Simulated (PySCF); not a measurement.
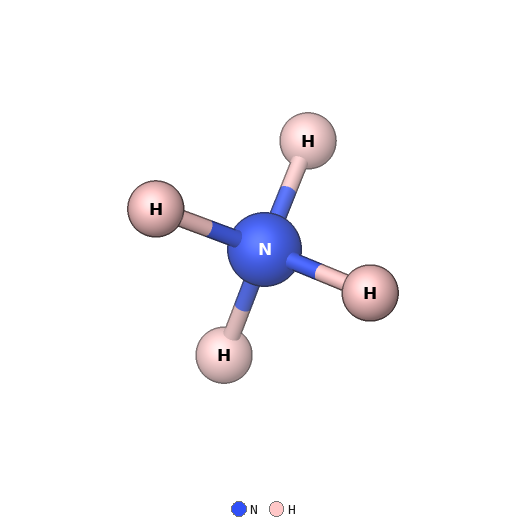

Atoms fade into the background with distance from the viewer. The species has charge +1 and is a spin singlet. The computed structure is the end point of a GFN2-xTB optimisation. No frequency run is at hand to confirm it as a minimum.

> List the symmetry elements and name the point group.

It has 4 C3 axes, 3 C2 axes, 3 S4 axes and 6 mirror planes, so the point group is Td. The group has 24 operations. The geometry is achiral, and symmetry forbids a dipole moment.
